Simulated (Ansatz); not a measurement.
Run report: GeH2Cl3OF, molecular dynamics (part 3 of 3)

The same run, continued: GeH2Cl3OF; RKS PBE-D4/def2-SVP (Ansatz 0.2.0). It belongs to a series of runs on one base structure; here: dynamics from the highest image of the converged band.

Geometry of the input (Å):
```
Ge -0.3631  0.0862  -0.2156
F  -0.2392  0.8822  1.6597
Cl 1.6025  -0.7512  0.0989
Cl -0.5585  2.0526  -1.0540
Cl -1.0718  -1.2061  -1.8440
O  -1.8488  -0.4391  0.9330
H  -1.9801  -1.4067  1.0003
H  -1.2026  0.1524  1.7132
```

### Output, continued
```
md step   199: t =    99.50 fs  T =   296.7 K  F+E_penalty+E_count = -98835.67296696 eV  E_kin = 0.230097 eV  conserved = -98835.44286994 eV  (26 SCF iters)
these checks for a lower state are left out or cut short: starts, cluster_reference, orbital_swaps, neighbouring_geometries, increment
1343 factors; their error is unknown
mean field -98835.38847552 eV, -3632.1335334430 hartree, gradient 7.5e-5 eV, S^2 0.000000; 0 other end points of the search recorded, 0 dependent functions left out
the calculation of the forces begins
reference -98835.38850666 eV, -3632.1335345873 hartree; 51, 51 occupied and 73, 73 virtual orbitals, 1343 factors
1343 factors; their error is unknown
mean field evaluation 1376: about -98835.4700 eV, gradient 8.8e-2 eV
mean field -98835.38847552 eV, -3632.1335334430 hartree, gradient 7.5e-5 eV, S^2 0.000000; 1 other end points of the search recorded, 0 dependent functions left out
the calculation of the forces begins
reference -98835.38850666 eV, -3632.1335345873 hartree; 51, 51 occupied and 73, 73 virtual orbitals, 1343 factors
md step   200: t =   100.00 fs  T =   292.5 K  F+E_penalty+E_count = -98835.66968851 eV  E_kin = 0.226832 eV  conserved = -98835.44285688 eV  (29 SCF iters)
```

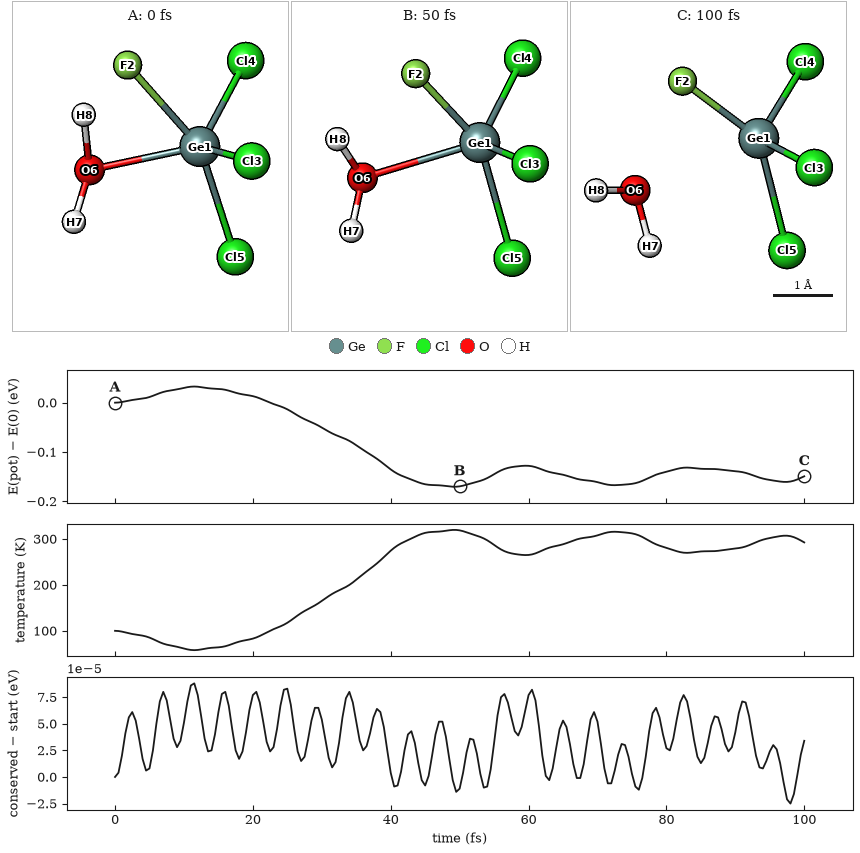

Frames of the molecular dynamics (ball-and-stick, seen at a tilt) above the curves, on which the letters mark them. The trajectory kept here has 201 frames over 100 fs. The temperature starts at 100 K, ranges from 58 to 320 K and averages 291 K over the second half. The potential energy ends 0.149 eV below its first value. The conserved quantity stays within 0.00011 eV. After an unweighted best fit of the last frame on the first, the root-mean-square displacement is 0.52 Å, and H8 has moved furthest (0.98 Å).

```
Total energy: -98835.66971965 eV, -3632.1438689741 hartree
Atom 0 at    -0.207506     0.191021    -0.126240 Å, force    -0.693000     0.209219    -0.465973 eV/Å
Atom 1 at    -0.294685     0.709424     1.536585 Å, force     0.052937    -0.038747     0.328478 eV/Å
Atom 2 at     1.687948    -0.830327    -0.066703 Å, force     0.378007     0.242172     0.123362 eV/Å
Atom 3 at    -0.632326     2.064488    -1.154073 Å, force     0.345591    -0.244688     0.251731 eV/Å
Atom 4 at    -1.072400    -1.183128    -1.601597 Å, force    -0.161370    -0.353031    -0.420234 eV/Å
Atom 5 at    -2.411012    -0.548917     0.775812 Å, force     0.033190    -0.215476    -0.189156 eV/Å
Atom 6 at    -2.545945    -1.360585     0.232559 Å, force    -0.000873     0.299706     0.030523 eV/Å
Atom 7 at    -2.264938    -0.889787     1.674771 Å, force     0.045518     0.100845     0.341269 eV/Å
Dipole moment:    -0.343107    -0.470238     0.257704 e Å
```

### Trajectory as extended XYZ (Å, eV, eV/Å), 12 of the 201 frames kept, from step=0 to step=200
```
8
Properties=species:S:1:pos:R:3:forces:R:3 step=0 time_fs=0.0 energy=-98835.52045 temperature=100.0
Ge   -0.3631    0.0862   -0.2156    0.0041   0.0021  -0.0065
F    -0.2392    0.8822    1.6597    0.0004  -0.0038   0.0033
Cl    1.6025   -0.7512    0.0989    0.0004   0.0009  -0.0017
Cl   -0.5585    2.0526   -1.0540   -0.0003  -0.0005   0.0023
Cl   -1.0718   -1.2061   -1.8440    0.0017  -0.0028   0.0010
O    -1.8488   -0.4391    0.9330   -0.0139   0.0055  -0.0026
H    -1.9801   -1.4067    1.0003    0.0050  -0.0013   0.0038
H    -1.2026    0.1524    1.7132    0.0026   0.0000   0.0003
8
Properties=species:S:1:pos:R:3:forces:R:3 step=18 time_fs=9.0 energy=-98835.49346 temperature=65.2
Ge   -0.3504    0.0871   -0.2238   -0.0171   0.3860   0.3265
F    -0.2378    0.8641    1.6433    0.2608   0.1421  -0.1839
Cl    1.5847   -0.7485    0.1006    0.4434  -0.1980  -0.0025
Cl   -0.5673    2.0603   -1.0399   -0.0089  -0.0048  -0.0895
Cl   -1.0705   -1.2153   -1.8266   -0.0470  -0.0368  -0.1217
O    -1.8426   -0.4242    0.9127   -0.7356  -0.2907   0.1964
H    -2.0562   -1.3623    1.0806    0.0509  -0.1123  -0.1821
H    -1.2794    0.1116    1.6896    0.0536   0.1144   0.0568
8
Properties=species:S:1:pos:R:3:forces:R:3 step=36 time_fs=18.0 energy=-98835.50212 temperature=76.4
Ge   -0.3382    0.0918   -0.2286   -0.3920   0.4394   0.5195
F    -0.2273    0.8512    1.6203    0.1357   0.1443  -0.1595
Cl    1.5765   -0.7501    0.1022    0.7231  -0.3161  -0.0077
Cl   -0.5764    2.0678   -1.0277    0.0023   0.0086  -0.1625
Cl   -1.0701   -1.2254   -1.8118   -0.0512  -0.0432  -0.1857
O    -1.8679   -0.4219    0.9017   -0.5214  -0.0211   0.1088
H    -2.0868   -1.3643    1.0386    0.0832  -0.0422  -0.0491
H    -1.3232    0.1221    1.6787    0.0204  -0.1698  -0.0637
8
Properties=species:S:1:pos:R:3:forces:R:3 step=55 time_fs=27.5 energy=-98835.55391 temperature=143.2
Ge   -0.3294    0.1020   -0.2277   -0.3057   0.6040   0.6656
F    -0.2099    0.8429    1.5880    0.0397  -0.1212  -0.3084
Cl    1.5843   -0.7591    0.1035    0.6517  -0.3276  -0.0847
Cl   -0.5859    2.0761   -1.0188   -0.0007   0.0354  -0.2716
Cl   -1.0710   -1.2368   -1.8003   -0.0298   0.0116  -0.0954
O    -1.9227   -0.4235    0.8938   -0.2479  -0.2775  -0.0783
H    -2.0530   -1.3948    0.9574    0.0306   0.1497   0.0799
H    -1.3607    0.0256    1.6647   -0.1379  -0.0744   0.0929
8
Properties=species:S:1:pos:R:3:forces:R:3 step=73 time_fs=36.5 energy=-98835.62071 temperature=229.3
Ge   -0.3242    0.1182   -0.2194    0.1210   0.5262   0.8666
F    -0.1916    0.8307    1.5445   -0.0163  -0.2373  -0.3702
Cl    1.6061   -0.7749    0.1028    0.3248  -0.2207  -0.2170
Cl   -0.5950    2.0847   -1.0165   -0.0261   0.0827  -0.3870
Cl   -1.0724   -1.2473   -1.7913    0.0074   0.1448   0.1154
O    -1.9869   -0.4337    0.8844   -0.1878  -0.6650   0.0191
H    -2.0240   -1.4160    0.9226   -0.1836   0.1049  -0.0788
H    -1.4891   -0.1054    1.6998   -0.0395   0.2645   0.0520
8
Properties=species:S:1:pos:R:3:forces:R:3 step=91 time_fs=45.5 energy=-98835.68689 temperature=314.6
Ge   -0.3179    0.1394   -0.2025    0.3507  -0.1914   0.3332
F    -0.1746    0.8099    1.4885   -0.1815   0.0025   0.2165
Cl    1.6350   -0.7954    0.0973   -0.0446  -0.0353  -0.3268
Cl   -0.6046    2.0951   -1.0226   -0.0392   0.0974  -0.4350
Cl   -1.0736   -1.2545   -1.7799    0.0598   0.3014   0.3154
O    -2.0581   -0.4641    0.8762   -0.1550  -0.1397  -0.4231
H    -2.1122   -1.4443    0.8698   -0.0489   0.1160   0.1594
H    -1.6776   -0.1197    1.7240    0.0588  -0.1508   0.1605
8
Properties=species:S:1:pos:R:3:forces:R:3 step=109 time_fs=54.5 energy=-98835.66957 temperature=292.3
Ge   -0.3081    0.1584   -0.1827    0.4528  -0.9161  -0.8361
F    -0.1645    0.7897    1.4434   -0.2371   0.3472   1.2235
Cl    1.6631   -0.8166    0.0848   -0.3083   0.1376  -0.3655
Cl   -0.6150    2.1074   -1.0381   -0.0203  -0.0198  -0.3698
Cl   -1.0736   -1.2552   -1.7616    0.1025   0.4185   0.4220
O    -2.1334   -0.4971    0.8580   -0.0374  -0.2028   0.0360
H    -2.2539   -1.4716    0.8882    0.0102   0.1292  -0.2094
H    -1.8674   -0.2225    1.7624    0.0376   0.1062   0.0992
8
Properties=species:S:1:pos:R:3:forces:R:3 step=127 time_fs=63.5 energy=-98835.66247 temperature=283.1
Ge   -0.2935    0.1682   -0.1710    0.4109  -0.9001  -1.0546
F    -0.1645    0.7825    1.4453   -0.3372   0.3076   1.2819
Cl    1.6846   -0.8349    0.0644   -0.4656   0.2955  -0.3250
Cl   -0.6257    2.1190   -1.0615    0.0594  -0.2739  -0.1822
Cl   -1.0714   -1.2469   -1.7344    0.0707   0.3706   0.3629
O    -2.2080   -0.5301    0.8445    0.0921   0.0147  -0.1811
H    -2.3944   -1.4926    0.7863    0.1060   0.1957  -0.0759
H    -2.0504   -0.3082    1.7826    0.0635  -0.0100   0.1741
8
Properties=species:S:1:pos:R:3:forces:R:3 step=145 time_fs=72.5 energy=-98835.68771 temperature=315.7
Ge   -0.2745    0.1692   -0.1692    0.3283  -0.0807   0.1896
F    -0.1781    0.7860    1.4947   -0.3899  -0.2083  -0.0220
Cl    1.6961   -0.8467    0.0369   -0.4800   0.4004  -0.2288
Cl   -0.6351    2.1246   -1.0888    0.1707  -0.5339   0.0411
Cl   -1.0678   -1.2307   -1.6995   -0.0423   0.1571   0.1285
O    -2.2749   -0.5531    0.8312    0.2410   0.2466  -0.4372
H    -2.4854   -1.4877    0.6212    0.0943   0.1579   0.1452
H    -2.2079   -0.4286    1.7951    0.0778  -0.1391   0.1837
8
Properties=species:S:1:pos:R:3:forces:R:3 step=164 time_fs=82.0 energy=-98835.65325 temperature=271.3
Ge   -0.2508    0.1693   -0.1652    0.1062   0.6782   1.1373
F    -0.2092    0.7810    1.5466   -0.2713  -0.5576  -1.0167
Cl    1.6972   -0.8498    0.0025   -0.2827   0.4059  -0.0979
Cl   -0.6409    2.1179   -1.1167    0.2735  -0.6545   0.2165
Cl   -1.0650   -1.2101   -1.6598   -0.1729  -0.1237  -0.1940
O    -2.3322   -0.5594    0.8112    0.0791  -0.2887  -0.2572
H    -2.5295   -1.4692    0.4871    0.1022   0.3530  -0.0610
H    -2.3095   -0.6385    1.7810    0.1659   0.1873   0.2730
8
Properties=species:S:1:pos:R:3:forces:R:3 step=182 time_fs=91.0 energy=-98835.66118 temperature=281.5
Ge   -0.2273    0.1762   -0.1501   -0.3485   0.8016   0.9117
F    -0.2500    0.7543    1.5573   -0.0903  -0.4708  -0.8494
Cl    1.6921   -0.8437   -0.0324    0.0478   0.3304   0.0238
Cl   -0.6403    2.0972   -1.1384    0.3397  -0.5595   0.2863
Cl   -1.0662   -1.1932   -1.6264   -0.2408  -0.3304  -0.4130
O    -2.3775   -0.5621    0.7948    0.2065   0.2862  -0.5578
H    -2.5378   -1.3991    0.3026    0.0420   0.1442   0.3557
H    -2.3001   -0.7409    1.7455    0.0436  -0.2018   0.2426
8
Properties=species:S:1:pos:R:3:forces:R:3 step=200 time_fs=100.0 energy=-98835.66969 temperature=292.5
Ge   -0.2075    0.1910   -0.1262   -0.6930   0.2092  -0.4660
F    -0.2947    0.7094    1.5366    0.0529  -0.0387   0.3285
Cl    1.6879   -0.8303   -0.0667    0.3780   0.2422   0.1234
Cl   -0.6323    2.0645   -1.1541    0.3456  -0.2447   0.2517
Cl   -1.0724   -1.1831   -1.6016   -0.1614  -0.3530  -0.4202
O    -2.4110   -0.5489    0.7758    0.0332  -0.2155  -0.1892
H    -2.5459   -1.3606    0.2326   -0.0009   0.2997   0.0305
H    -2.2649   -0.8898    1.6748    0.0455   0.1008   0.3413
```

### Key numbers

```tsv
quantity	value
outcome	finished
mean temperature over the second half	291 K
trajectory	200 steps, 100 fs
ensemble	nve
temperature in the input	100.0 K
time step	0.5 fs
potential energy (last step)	−98835.6697 eV
mean-field energy (last step)	−98835.3885 eV
largest force (length of the vector) (last step)	0.861 eV/Å
hardware	4 threads of Arm Neoverse V2, 24 GiB of memory available, shared host
wall time	4.6 min (CPU time 17 min)
peak memory	0.19 GiB
```

So short a trajectory is not equilibrated.
